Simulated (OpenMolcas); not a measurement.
# doublet [BGeH5]− at 6 levels

We compute a comparison of 6 runs (UHF/aug-cc-pVDZ, UB3LYP/6-31G*, UBHLYP/aug-cc-pVDZ, UPBE/aug-cc-pVDZ, UTPSS/aug-cc-pVDZ, ROMP2/aug-cc-pVDZ) of doublet [BGeH5]−. 

The results are computed with OpenMolcas 26.06.

### 1 The system as given

[BGeH5]− has 7 atoms, charge -1, and is taken as a doublet. SMILES of the parent species: `[BH2][GeH3]`. The shape is that of a PBE0-D4/def2-TZVP optimisation. That shape belongs to the parent species and isn't relaxed for this state.

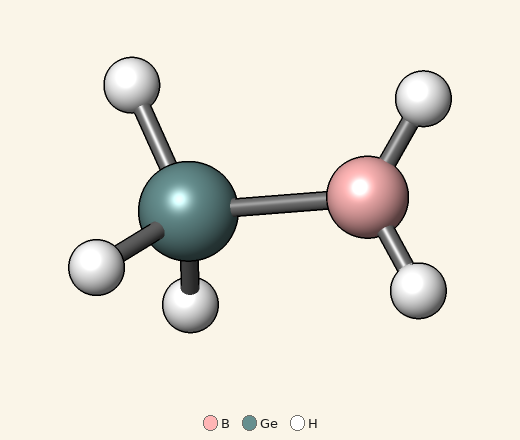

The structure, seen from a chosen angle (boron pink, germanium teal, hydrogen white).

### 2 A single-point energy at UHF/aug-cc-pVDZ (run 1)

Input file calc.input:

```
&GATEWAY
  BasLib=$CurrDir
  Coord
  7
  angstrom
  B        0.007500      -1.219800       0.268100
  Ge       0.048900       0.786100      -0.183400
  H       -1.044400      -1.784600       0.312800
  H        0.997700      -1.849300       0.488600
  H       -0.601100       1.019700      -1.562200
  H       -0.799800       1.566200       0.840700
  H        1.452500       1.413700      -0.210300
  Basis=aug-cc-pVDZ
  Group=NoSym

&SEWARD

&SCF
  UHF
  Charge=-1
  Spin=2
  Thresholds=1e-10 1e-07 1e-07 1e-05
  PrOrbitals=1 1
```

The basis set aug-cc-pVDZ is read from a file made from the Basis Set Exchange's data (not shown).

On the command line:

```sh
$ export MOLCAS_MEM=1860
$ pymolcas calc.input > calc.log
```

Log:

```text
--- Start Module: gateway ---
[...]
--- Stop Module: gateway /rc=_RC_ALL_IS_WELL_ ---
--- Start Module: seward ---
[...]
      Basis functions          104
--- Stop Module: seward /rc=_RC_ALL_IS_WELL_ ---
[...]
--- Start Module: scf ---
[...]
       Convergence after  20 Iterations
[...]
::    Total SCF energy                              -2102.8771722800
[...]
      Total spin, S                                     0.5049894741
[...]
      Total electronic charge=   43.000000
      Total            charge=   -1.000000
[...]
      Dipole Moment (debye):
      Origin of the operator (angstrom)=    0.0412    0.5007   -0.1193
                   X=  1.1101E-01               Y=  5.3744E+00               Z= -1.2122E+00           Total=  5.5106E+00
      Center of Charge (angstrom)
[...]
--- Stop Module: scf /rc=_RC_ALL_IS_WELL_ ---
[...]
```

Wall time 15 s (1 thread of Arm Neoverse V1, shared host); peak memory 0.59 GiB.

### 3 A single-point energy at UB3LYP/6-31G(d) (Cartesian functions) (run 2)

Input file job.input:

```
>>> EXPORT MOLCAS_PRINT=2

&GATEWAY
  BasLib=$CurrDir
  Coord
  7
  angstrom
  B        0.007500      -1.219800       0.268100
  Ge       0.048900       0.786100      -0.183400
  H       -1.044400      -1.784600       0.312800
  H        0.997700      -1.849300       0.488600
  H       -0.601100       1.019700      -1.562200
  H       -0.799800       1.566200       0.840700
  H        1.452500       1.413700      -0.210300
  Basis=6-31Gs
  Group=NoSym

&SEWARD
  GridInput
  Grid=UltraFine
  End of Grid

&SCF
  UHF
  Charge=-1
  Spin=2
  KSDFT=B3LYP
  Thresholds=1e-10 1e-07 1e-07 1e-05
  PrOrbitals=1
```

The basis set 6-31G* is read from a file made from the Basis Set Exchange's data (not shown).

On the command line:

```sh
$ export MOLCAS_MEM=1860
$ pymolcas job.input > job.log
```

Log:

```text
--- Start Module: gateway ---
[...]
--- Stop Module: gateway /rc=_RC_ALL_IS_WELL_ ---
--- Start Module: seward ---
[...]
      Basis functions           60
--- Stop Module: seward /rc=_RC_ALL_IS_WELL_ ---
[...]
--- Start Module: scf ---
[...]
       Convergence after  19 Iterations
[...]
::    Total KS-DFT energy                           -2104.5789320788
[...]
      Total spin, S                                     0.5019016171
[...]
      Total electronic charge=   43.000000
      Total            charge=   -1.000000
[...]
      Dipole Moment (debye):
      Origin of the operator (angstrom)=    0.0412    0.5007   -0.1193
                   X=  1.7120E-01               Y=  4.2419E+00               Z= -9.4753E-01           Total=  4.3498E+00
      Center of Charge (angstrom)
[...]
--- Stop Module: scf /rc=_RC_ALL_IS_WELL_ ---
[...]
```

Wall time 27 s (1 thread of Arm Neoverse V1, shared host); peak memory 0.4 GiB.

Runs 3 to 5 aren't shown in full; the table further down has their settings and results.

### 4 The energy at ROMP2/aug-cc-pVDZ (run 6)

Input file run.input:

```
* BGeH5 ROMP2
&GATEWAY
BasLib=$CurrDir
Coord
7
angstrom
B        0.007500      -1.219800       0.268100
Ge       0.048900       0.786100      -0.183400
H       -1.044400      -1.784600       0.312800
H        0.997700      -1.849300       0.488600
H       -0.601100       1.019700      -1.562200
H       -0.799800       1.566200       0.840700
H        1.452500       1.413700      -0.210300
Basis=aug-cc-pVDZ
Group=NoSym
&SEWARD
&SCF
UHF
Charge=-1
Spin=2
Thresholds=1e-10 1e-07 1e-07 1e-05
PrOrbitals=1 1
&RASSCF
FileOrb=$Project.UnaOrb
Spin=2
Nactel=1 0 0
Inactive=21
Ras2=1
OutOrbitals=Canonical
OrbListing=Nothing
&CASPT2
IPEA=0.0
Frozen=10
```

The basis set aug-cc-pVDZ is read from a file made from the Basis Set Exchange's data (not shown).

On the command line:

```sh
$ export MOLCAS_MEM=1860
$ pymolcas run.input > run.log
```

Log:

```text
--- Start Module: gateway ---
[...]
--- Stop Module: gateway /rc=_RC_ALL_IS_WELL_ ---
[...]
      Basis functions          104
[...]
       Convergence after  20 Iterations
[...]
::    Total SCF energy                              -2102.8771722800
[...]
      Total spin, S                                     0.5049894741
[...]
--- Start Module: rasscf ---
[...]
      Number of active orbitals                  1
[...]
      Spin quantum number                      0.5
[...]
      Active orbitals                            1
[...]
      Number of CSFs                             1
[...]
      Number of root(s) required                 1
[...]
      Convergence after 13 iterations
[...]
      printout of CI-coefficients larger than  0.05 for root  1
      energy=   -2102.874645
      conf/sym  1     Coeff  Weight
             1  u   1.00000 1.00000
      Natural orbitals and occupation numbers for root  1
      sym 1:   1.000000
      ************************************************************************************************************************
      *                                                    Final results                                                     *
[...]
::    RASSCF root number  1 Total energy:  -2102.87464468
[...]
      Total electronic charge=   43.000000
      Total            charge=   -1.000000
[...]
      Dipole Moment (debye):
      Origin of the operator (angstrom)=    0.0412    0.5007   -0.1193
                   X=  8.7515E-02               Y=  5.4650E+00               Z= -1.2356E+00           Total=  5.6036E+00
      Center of Charge (angstrom)
[...]
--- Stop Module: rasscf /rc=_RC_ALL_IS_WELL_ ---
[...]
--- Start Module: caspt2 ---
[...]
      E2 (Variational):          -0.2491055557
      Total energy:           -2103.1237502360
[...]
      Reference weight:           0.89391
[...]
::    CASPT2 Root  1     Total energy:  -2103.12375024
[...]
```

Wall time 26 s (1 thread of Arm Neoverse V1, shared host); peak memory 0.59 GiB.

### 5 Overview of the runs

```
run                                level  Cartesian functions  integration grid   energy (Eh)  HOMO energy (eV)  LUMO energy (eV)   ⟨S²⟩  wall time
  1                      UHF/aug-cc-pVDZ                   no                 –  -2102.877172             -0.66              3.88  0.760       15 s
  2  UB3LYP/6-31G* (Cartesian functions)                  yes         UltraFine  -2104.578932              2.35              5.30  0.754       27 s
  3                   UBHLYP/aug-cc-pVDZ                   no         UltraFine  -2104.753024              0.58              3.34  0.754       74 s
  4                     UPBE/aug-cc-pVDZ                   no         UltraFine  -2104.421610              1.86              2.74  0.753       74 s
  5                    UTPSS/aug-cc-pVDZ                   no         UltraFine  -2104.788990              1.91              2.86  0.754    2.1 min
  6                    ROMP2/aug-cc-pVDZ                   no                 –  -2103.123750                 –                 –      –       26 s
```

### 6 Results

```
           quantity           value
run 6: total energy  -2103.12375 Eh
```

**Reading.** Totals of different functionals can't be ranked against each other. In runs 2, 3, 4, 5 the HOMO lies above zero, so the outermost electron may be held by the basis alone. All runs together took 5.7 min, the longest 2.1 min.
